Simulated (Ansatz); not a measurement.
# CoSi (P2_13): phonon-mediated transition temperature

What Tc do the phonons of CoSi (P2_13) give, and how does it depend on μ*? The cell shown first is a relaxed one, from steps not shown here.

Main program and level: Ansatz 0.2.0; DFT PBE, scalar-relativistic, plane waves, PAW; PAW set soft_1.

### Step 1. The cell after earlier relaxation steps

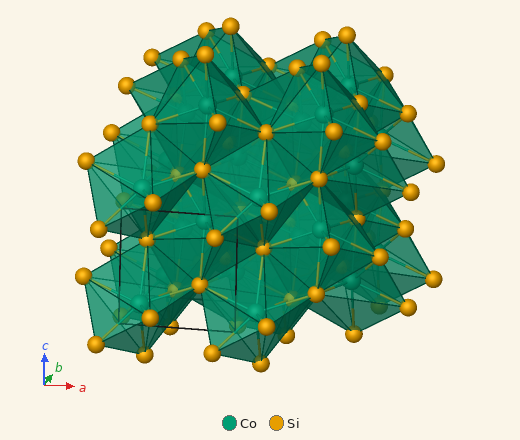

The starting structure, seen slightly off an axis (cobalt teal, silicon orange). 2×2×2 cells are drawn. Some periodic images of atoms are drawn too.

Structure file:

```cif
data_structure
_symmetry_space_group_name_H-M 'P2_13'
_symmetry_Int_Tables_number 198
_cell_length_a 4.4307
_cell_length_b 4.4307
_cell_length_c 4.4307
_cell_angle_alpha 90.000
_cell_angle_beta 90.000
_cell_angle_gamma 90.000
_cell_volume 86.98
loop_
_atom_site_label
_atom_site_type_symbol
_atom_site_symmetry_multiplicity
_atom_site_Wyckoff_symbol
_atom_site_fract_x
_atom_site_fract_y
_atom_site_fract_z
_atom_site_occupancy
Co1 Co 4 a 0.14503 0.14503 0.14503 1
Si1 Si 4 a 0.84316 0.84316 0.84316 1
```

### Step 2. Resistivity: q 2×2×2, k 6×6×6, scattering 8×8×8

The run that gives the couplings also evaluates McMillan's and Allen and Dynes's formulas and, where asked, the Eliashberg equations, over a range of μ*.

input.yaml

```yaml
crystal:
  lattice:
    - [4.4307009609, 0.0, 0.0]
    - [0.0, 4.4307009609, 0.0]
    - [0.0, 0.0, 4.4307009609]
  atoms:
    - { symbol: Co, position: [0.1450346412, 0.1450346412, 0.1450346412] }
    - { symbol: Co, position: [0.3549653588, 0.8549653588, 0.6450346412] }
    - { symbol: Co, position: [0.6450346412, 0.3549653588, 0.8549653588] }
    - { symbol: Co, position: [0.8549653588, 0.6450346412, 0.3549653588] }
    - { symbol: Si, position: [0.8431621294, 0.8431621294, 0.8431621294] }
    - { symbol: Si, position: [0.6568378706, 0.1568378706, 0.3431621294] }
    - { symbol: Si, position: [0.3431621294, 0.6568378706, 0.1568378706] }
    - { symbol: Si, position: [0.1568378706, 0.3431621294, 0.6568378706] }
kpoints:
  mp_grid: { grid: [6, 6, 6] }
hamiltonian:
  xc: pbe
  pseudopotentials: { kind: paw, azcp: { folder: soft_1 } }
scf:
  occupations: { method: methfessel_paxton, width: 0.2 }
output:
  eigenvalues: true
phonons:
  method: dfpt
  qmesh: [2, 2, 2]
  temperatures: { t_max: 1000, t_step: 50 }
  qpath:
    path:
      - [[0.0, 0.0, 0.0], [0.0, 0.5, 0.0], [0.5, 0.5, 0.0], [0.0, 0.0, 0.0], [0.5, 0.5, 0.5], [0.0, 0.5, 0.0]]
      - [[0.5, 0.5, 0.5], [0.5, 0.5, 0.0], [0.5, 0.0, 0.0]]
    npoints: 6
  electrical_resistivity:
    mesh: [8, 8, 8]
    temperatures: [20.0, 50.0, 80.0, 100.0, 150.0, 200.0, 273.0, 300.0, 400.0, 500.0, 600.0, 800.0]
  superconductivity: { mesh: [8, 8, 8] }
```

On the command line:

```bash
$ ansatz run input.yaml --threads 16 --pin off --max-ram 92160MiB --backend cuda --events-out ev --progress --plain --runs-dir out --max-vram 78GiB
```

Numbers of over 12 decimals in the logs are rounded to 6 here.

Log:

```text
Warning: phonons: the dynamical matrix that this run interpolates holds no multipole term above the dipole-dipole one, and a site of this crystal is no centre of inversion, so its interpolated transverse optical and acoustic branches and sound speeds can stay off near Gamma, and the density of states and the thermodynamics with them. What a run solves at a wave vector of phonons.qpoints, Gamma apart, where the deck admits one, is free of this, and under fd what a larger phonons.supercell samples
Engine: ansatz 0.2.0, aarch64-unknown-linux-gnu
Pseudopotentials: kind: paw
Pseudopotential: Co, paw, valence charge 17, recommended cutoff 420 eV (normal), soft_1/Co.paw.azcp
Pseudopotential: Si, paw, valence charge 4, recommended cutoff 420 eV (normal), soft_1/Si.paw.azcp
Functional definition: PBE
  parameter kappa = 0.804
  parameter beta = 0.066725
  exchange = pbe_x(kappa = kappa, mu = beta*pi^2/3)
  correlation = pbe_c(beta = beta)
[...]
Crystal: 8 atoms, lattice volume = 86.980 Å³
Basis set: ecut = 420 eV, 1743 PW (Γ), exchange–correlation on 60×60×60 points (8 copies of the dense FFT grid, shifted against one another)
Bands: 51, of which v1, the nominal top of the filled ones, is band 42 counted from 1 (41 counted from 0)
Symmetry: 12 space group operations
k-points: 24 of 216 (time reversal used)
Non-local potential: Co, projectors of the file, l = 0: 3, l = 1: 2, l = 2: 3, l = 3: 1
Non-local potential: Si, projectors of the file, l = 0: 2, l = 1: 2, l = 2: 1
PAW form: soft (Blöchl's): semilocal exchange-correlation on the pseudo side does not see the compensation charge
PAW one-centre angular grid: Co, 590 points (default); XC on 64 Gauss nodes
PAW one-centre angular grid: Si, 110 points (default); XC on 64 Gauss nodes
Initial density: superposition of atomic densities (chi_scale 0.1, normalization cell, long waves kept (reshape's long-wave potential 0.00 eV rms))
Initial wavefunctions: pseudopotential atomic-orbital guess
[...]
Functional: x = pbe(κ = 0.804, μ = 0.219515), c = pbe(β = 0.066725)
SCF iter   1: F=—  HF=-23054.348328 eV  |F-HF|=—  |Δ(HF+E_count)|=         —  Δρ=1.14e-1  dr2=1.11e1  ethr=3.10e-3  ⟨swp⟩=7.5  Hψ=4893  notcnv=0
preconditioner: auto → Kerker (q_TF=auto, 2.712 Å⁻¹)  [metal: Δε(μ)=0.056 eV  Ē_g=6.922 eV  σ=0.200 eV  W_gap=0.23  n_scr=26 (ndim 8)  ℏωp=28.7 eV  f_vac=0.000  D(μ)=1.61/eV (n_scr^D=6)]
SCF iter   2: F=—  HF=-23053.454557 eV  |F-HF|=—  |Δ(HF+E_count)|=   8.94e-1  S|Δr|=    0.00e0  Δρ=5.32e-2  dr2=3.21e0  ethr=3.10e-3  ⟨swp⟩=3.0  Hψ=2150  notcnv=0  defer=72
[...]
SCF iter  11: F=-23052.700443 eV  HF=-23052.700443 eV  |F-HF|=1.09e-11  |Δ(HF+E_count)|=  5.09e-11  S|Δr|=    0.00e0  Δρ=7.22e-8  dr2=3.00e-12  ethr=1.00e-12  ⟨swp⟩=12.5  Hψ=7353  notcnv=0
SCF 1 converged in 11 iterations: F = -23052.700443 eV  dr2 = 3.00e-12
  greatest PAW one-centre occupation: 1.000 electrons in one spin orbital (limit 2), on the Co atom at site 3 (counted from 0), in its partial waves of l = 1
[...]
iter 1 solved again at ethr=1.26e-6 eV; its pass at ethr=3.10e-3 eV (dr2=1.05e-3 eV) is discarded
SCF iter   1: F=—  HF=-23052.699906 eV  |F-HF|=—  |Δ(HF+E_count)|=         —  Δρ=4.30e-6  dr2=1.31e-8  ethr=1.26e-6  ⟨swp⟩=2.8  Hψ=7398  notcnv=0
eigensolver tolerance schedule: the retry pair's looser diagonalisation over-reported the residual by 80568.51 of it (diagonalisation noise at an unbounded share of the residual, at the tolerance the schedule requests for it); recorded, not acted on — ethr = c·dr2/N_el stays at c = 1.0e-1
preconditioner: auto → Kerker (q_TF=auto, 2.712 Å⁻¹)  [metal: Δε(μ)=0.089 eV  Ē_g=6.685 eV  σ=0.200 eV  W_gap=0.34  n_scr=26 (ndim 8)  ℏωp=28.7 eV  f_vac=0.000  D(μ)=1.73/eV (n_scr^D=6)]
SCF iter   2: F=—  HF=-23052.700443 eV  |F-HF|=—  |Δ(HF+E_count)|=   5.38e-4  S|Δr|=    0.00e0  Δρ=3.43e-6  dr2=6.87e-9  ethr=1.56e-11  ⟨swp⟩=3.2  Hψ=3317  notcnv=0
[...]
SCF iter  10: F=-23052.700443 eV  HF=-23052.700443 eV  |F-HF|=0.00e0  |Δ(HF+E_count)|=  1.09e-11  S|Δr|=    0.00e0  Δρ=5.12e-9  dr2=2.43e-14  ethr=1.00e-12  ⟨swp⟩=2.5  Hψ=2457  notcnv=0
SCF 2 converged in 10 iterations: F = -23052.700443 eV  dr2 = 2.43e-14
[...]
SCF 3 converged in 11 iterations: F = -23052.700443 eV  dr2 = 3.01e-12
[...]
SCF converged after 11 iterations
[...]
mean free path at 50 K (of a tensor a third of its trace): 998 nm by what each carries, 603 by the Fermi surface alone
  Hall coefficient in a weak field at 50 K (a third of the trace): -1.081e-8 m³/C (as a tensor it moves by 10.8 % between the two finest meshes); by each state's relaxation time: -1.137e-8 m³/C; by a constant relaxation time: -1.059e-8 m³/C
  mean free path at 80 K (of a tensor a third of its trace): 197 nm by what each carries, 119 by the Fermi surface alone
  Hall coefficient in a weak field at 80 K (a third of the trace): -9.261e-9 m³/C (as a tensor it moves by 0.5 % between the two finest meshes); by each state's relaxation time: -9.541e-9 m³/C; by a constant relaxation time: -1.035e-8 m³/C
  mean free path at 100 K (of a tensor a third of its trace): 107 nm by what each carries, 65.4 by the Fermi surface alone
  Hall coefficient in a weak field at 100 K (a third of the trace): -9.276e-9 m³/C (as a tensor it moves by 2.3 % between the two finest meshes); by each state's relaxation time: -9.485e-9 m³/C; by a constant relaxation time: -1.007e-8 m³/C
  mean free path at 150 K (of a tensor a third of its trace): 47.0 nm by what each carries, 29.2 by the Fermi surface alone
  Hall coefficient in a weak field at 150 K (a third of the trace): -9.950e-9 m³/C (as a tensor it moves by 16.9 % between the two finest meshes); by each state's relaxation time: -1.013e-8 m³/C; by a constant relaxation time: -9.188e-9 m³/C
  mean free path at 200 K (of a tensor a third of its trace): 35.5 nm by what each carries, 20.8 by the Fermi surface alone
  Hall coefficient in a weak field at 200 K (a third of the trace): -1.148e-8 m³/C (as a tensor it moves by 14.8 % between the two finest meshes); by each state's relaxation time: -1.177e-8 m³/C; by a constant relaxation time: -8.271e-9 m³/C
  mean free path at 273 K (of a tensor a third of its trace): 31.6 nm by what each carries, 17.1 by the Fermi surface alone
  Hall coefficient in a weak field at 273 K (a third of the trace): -1.284e-8 m³/C (as a tensor it moves by 17.5 % between the two finest meshes); by each state's relaxation time: -1.319e-8 m³/C; by a constant relaxation time: -7.082e-9 m³/C
  mean free path at 300 K (of a tensor a third of its trace): 30.3 nm by what each carries, 16.4 by the Fermi surface alone
  Hall coefficient in a weak field at 300 K (a third of the trace): -1.284e-8 m³/C (as a tensor it moves by 17.6 % between the two finest meshes); by each state's relaxation time: -1.316e-8 m³/C; by a constant relaxation time: -6.696e-9 m³/C
  mean free path at 400 K (of a tensor a third of its trace): 25.0 nm by what each carries, 14.4 by the Fermi surface alone
  Hall coefficient in a weak field at 400 K (a third of the trace): -1.170e-8 m³/C (as a tensor it moves by 16.0 % between the two finest meshes); by each state's relaxation time: -1.188e-8 m³/C; by a constant relaxation time: -5.499e-9 m³/C
  mean free path at 500 K (of a tensor a third of its trace): 20.2 nm by what each carries, 12.9 by the Fermi surface alone
  Hall coefficient in a weak field at 500 K (a third of the trace): -1.014e-8 m³/C (as a tensor it moves by 15.5 % between the two finest meshes); by each state's relaxation time: -1.022e-8 m³/C; by a constant relaxation time: -4.585e-9 m³/C
  mean free path at 600 K (of a tensor a third of its trace): 16.5 nm by what each carries, 11.6 by the Fermi surface alone
  Hall coefficient in a weak field at 600 K (a third of the trace): -8.781e-9 m³/C (as a tensor it moves by 12.7 % between the two finest meshes); by each state's relaxation time: -8.807e-9 m³/C; by a constant relaxation time: -3.868e-9 m³/C
  mean free path at 800 K (of a tensor a third of its trace): 11.4 nm by what each carries, 9.55 by the Fermi surface alone
  Hall coefficient in a weak field at 800 K (a third of the trace): -6.802e-9 m³/C (as a tensor it moves by 12.6 % between the two finest meshes); by each state's relaxation time: -6.778e-9 m³/C; by a constant relaxation time: -2.815e-9 m³/C
  the resistivity times a path that all electrons share, by the Fermi surface of the deck's mesh alone (a third of the trace): 9.222e-15 Ω·m²
  not converged in the mesh (λ; λ_tr; the resistivity at 20 K by 88.35 %; the resistivity at 50 K by 69.92 %; the resistivity at 80 K by 58.13 %; the resistivity at 100 K by 50.41 %; the resistivity at 150 K by 39.47 %; the resistivity at 200 K by 36.44 %; the resistivity at 273 K by 30.88 %; the resistivity at 300 K by 28.36 %; the resistivity at 400 K by 18.85 %; the resistivity at 500 K by 11.50 %; the resistivity [...]
  vibrations of 8 cells: unjudged by the run; compare a larger repeat
  the changes of the potential over all sites missed a rigid shift's by 0.00 % (the site terms' by 0.00 %)
  at the force constants' own smearing the fine mesh and the k-points of their solves give squared frequencies that differ by 0.4 % of the larger at the most, at (-0.5, -0.5, -0.5)
--- Superconductivity: potentials and phonons of a 2×2×2 supercell ---
           mesh         λ    ħω_log (meV)  μ* declared at (meV)
          8×8×8    0.0937          28.433               31.702
          4×4×4    2.7958          30.155               32.928
  λ by the species' shares of the modes' patterns: Co 0.0590, Si 0.0347
  with the Fermi level up to 54.3 meV (the hardest mode) off, states and modes as they are: density of states 0.2056 to 3.3304 /eV of one spin and cell, λ 0.0178 to 0.4569
  transition temperature on the deck's mesh (K), isotropic and anisotropic, restricted to the Fermi surface (FSR) and over the full bandwidth (FBW), and the last with the density of states resolved in a narrower window:
        μ*   McMillan   Allen–Dynes      iso. FSR      iso. FBW    aniso. FSR    aniso. FBW  narrow window
      0.08      0.000         0.000    none_found    none_found    none_found    none_found     none_found
      0.10          -             -    none_found    none_found    none_found    none_found     none_found
      0.12          -             -    none_found    none_found    none_found    none_found     none_found
      0.13          -             -    none_found    none_found    none_found    none_found     none_found
      0.14          -             -    none_found    none_found    none_found    none_found     none_found
      0.16          -             -    none_found    none_found    none_found    none_found     none_found
      0.20          -             -    none_found    none_found    none_found    none_found     none_found
  none_found: no transition down to 0.1 K
  isotope coefficients −∂ln Tc/∂ln M under μ* = 0.13, the force constants as they are, of the isotropic transitions restricted to the Fermi surface and over the full bandwidth: Co - and -, Si - and -
  not converged in the mesh (λ, the transition temperature): between neighbouring meshes, the two finest first, λ moves by 2882.99 % and the anisotropic transition temperature over the full bandwidth at μ* = 0.13 by (not known); converged means that the two finest part by at most 2.00 % and 5.00 %
  vibrations of 8 cells: unjudged by the run; compare a larger repeat
  the changes of the potential over all sites missed a rigid shift's by 0.00 % (the site terms' by 0.00 %)
  at the force constants' own smearing the fine mesh and the k-points of their solves give squared frequencies that differ by 0.4 % of the larger at the most, at (-0.5, -0.5, -0.5)
```

Run time: 43 s. Hardware: 1 × NVIDIA GB200 with 16 threads of Arm Neoverse V2, shared host; peak memory 4.4 GiB.

This run has no spin polarisation, although Co can carry a moment.

This step gave:

```
volume per atom                                                                : 10.87 Å³/atom
metallic on mesh                                                               : yes
gap on the k-mesh                                                              : 0 eV
zero-point energy                                                              : 0.4103 eV/cell
share of imaginary modes in the plain interpolation between solved wavevectors : 0
highest frequency, solved or plainly interpolated                              : 439.1 cm⁻¹
Debye temperature (second moment)                                              : 539 K
resistivity at 300 K                                                           : 56.32 μΩ cm
coupling constant λ                                                            : 0.09372
density of states at the Fermi level                                           : 1.059 states/eV a spin and cell
log mean phonon energy ħω_log                                                  : 28.43 meV
transport coupling constant λ_tr                                               : 0.0963, 0.0963, 0.0963 (xx, yy, zz)
Drude plasma energy                                                            : 0.9473, 0.9473, 0.9473 eV (xx, yy, zz)
resistivity times mean free path                                               : 92.22, 92.22, 92.22 × 10⁻¹⁶ Ω m² (xx, yy, zz)
second-moment phonon energy ħω₂                                                : 31.70 meV
```

An empty cell: under 1 mK by a formula, or no transition down to the floor of the Eliashberg search. Transition temperatures:

```tsv
μ*	McMillan Tc (K)	Allen–Dynes Tc (K)
0.08	-	-
0.1	-	-
0.12	-	-
0.13	-	-
0.14	-	-
0.16	-	-
0.2	-	-
```

### Step 3. Electron–phonon run: q 2×2×2, k 6×6×6, scattering 12×12×12

The next rung changes the scattering mesh, which samples the Fermi surface.

input.yaml, as its differences from that of step 2:

```diff
@@ -33,4 +33,4 @@
   electrical_resistivity:
-    mesh: [8, 8, 8]
+    mesh: [12, 12, 12]
     temperatures: [20.0, 50.0, 80.0, 100.0, 150.0, 200.0, 273.0, 300.0, 400.0, 500.0, 600.0, 800.0]
-  superconductivity: { mesh: [8, 8, 8] }
+  superconductivity: { mesh: [12, 12, 12] }
```

Log:

```text
[...]
Crystal: 8 atoms, lattice volume = 86.980 Å³
Basis set: ecut = 420 eV, 1743 PW (Γ), exchange–correlation on 60×60×60 points (8 copies of the dense FFT grid, shifted against one another)
Bands: 51, of which v1, the nominal top of the filled ones, is band 42 counted from 1 (41 counted from 0)
Symmetry: 12 space group operations
k-points: 24 of 216 (time reversal used)
[...]
SCF iter   1: F=—  HF=-23054.348328 eV  |F-HF|=—  |Δ(HF+E_count)|=         —  Δρ=1.14e-1  dr2=1.11e1  ethr=3.10e-3  ⟨swp⟩=7.5  Hψ=4893  notcnv=0
[...]
SCF iter   2: F=—  HF=-23053.454557 eV  |F-HF|=—  |Δ(HF+E_count)|=   8.94e-1  S|Δr|=    0.00e0  Δρ=5.32e-2  dr2=3.21e0  ethr=3.10e-3  ⟨swp⟩=3.0  Hψ=2150  notcnv=0  defer=72
[...]
SCF iter  11: F=-23052.700443 eV  HF=-23052.700443 eV  |F-HF|=1.09e-11  |Δ(HF+E_count)|=  5.09e-11  S|Δr|=    0.00e0  Δρ=7.22e-8  dr2=3.00e-12  ethr=1.00e-12  ⟨swp⟩=12.5  Hψ=7353  notcnv=0
SCF 1 converged in 11 iterations: F = -23052.700443 eV  dr2 = 3.00e-12
[...]
SCF iter   2: F=—  HF=-23052.700443 eV  |F-HF|=—  |Δ(HF+E_count)|=   5.38e-4  S|Δr|=    0.00e0  Δρ=3.43e-6  dr2=6.87e-9  ethr=1.56e-11  ⟨swp⟩=3.2  Hψ=3317  notcnv=0
[...]
SCF iter  10: F=-23052.700443 eV  HF=-23052.700443 eV  |F-HF|=0.00e0  |Δ(HF+E_count)|=  1.09e-11  S|Δr|=    0.00e0  Δρ=5.12e-9  dr2=2.43e-14  ethr=1.00e-12  ⟨swp⟩=2.5  Hψ=2457  notcnv=0
SCF 2 converged in 10 iterations: F = -23052.700443 eV  dr2 = 2.43e-14
[...]
SCF 3 converged in 11 iterations: F = -23052.700443 eV  dr2 = 3.01e-12
[...]
SCF converged after 11 iterations
[...]
vibrations of 8 cells: unjudged by the run; compare a larger repeat
[...]
--- Superconductivity: potentials and phonons of a 2×2×2 supercell ---
           mesh         λ    ħω_log (meV)  μ* declared at (meV)
       12×12×12    0.0726          27.306               30.976
          6×6×6    0.0776          28.421               31.886
          3×3×3    0.0798          28.464               31.592
  λ by the species' shares of the modes' patterns: Co 0.0472, Si 0.0255
[...]
0.08          -             -    none_found    none_found    none_found    none_found     none_found
      0.10          -             -    none_found    none_found    none_found    none_found     none_found
      0.12          -             -    none_found    none_found    none_found    none_found     none_found
      0.13          -             -    none_found    none_found    none_found    none_found     none_found
      0.14          -             -    none_found    none_found    none_found    none_found     none_found
      0.16          -             -    none_found    none_found    none_found    none_found     none_found
      0.20          -             -    none_found    none_found    none_found    none_found     none_found
  none_found: no transition down to 0.1 K
[...]
not converged in the mesh (λ): between neighbouring meshes, the two finest first, λ moves by 6.81 % and 2.93 % and the anisotropic transition temperature over the full bandwidth at μ* = 0.13 by nothing (neither mesh has one) and nothing (neither mesh has one); converged means that the two finest part by at most 2.00 % and 5.00 %
  vibrations of 8 cells: unjudged by the run; compare a larger repeat
[...]
```

The job ended after 59 s (1 × NVIDIA GB200 with 16 threads; peak memory 4.3 GiB).

Numbers from this step:

- resistivity at 300 K: 59.21 μΩ cm
- coupling constant λ: 0.07262
- density of states at the Fermi level: 0.8172 states/eV a spin and cell
- log mean phonon energy ħω_log: 27.31 meV
- transport coupling constant λ_tr: 0.07506, 0.07506, 0.07506 (xx, yy, zz)
- Drude plasma energy: 0.9113, 0.9113, 0.9113 eV (xx, yy, zz)
- resistivity times mean free path: 100.2, 100.2, 100.2 × 10⁻¹⁶ Ω m² (xx, yy, zz)
- second-moment phonon energy ħω₂: 30.98 meV

Transition temperatures:

```tsv
μ*
0.08
0.1
0.12
0.13
0.14
0.16
0.2
```

For the log mean phonon energy ħω_log, step 2 gave 28.4 meV; this run, with scattering mesh 12×12×12, gives 27.3 meV (-4 %).

(Continued in part 2 of 2.)

[Logs are printed without paths, hosts, clocks, repeated set-up lines and the standing remarks that a program may print on its own settings, such as how far it seeks lower states.]

[Hosts, paths, dates, database ids (printed as entryN), source tags and the programs' standing remarks are cut or masked in the printed files.]
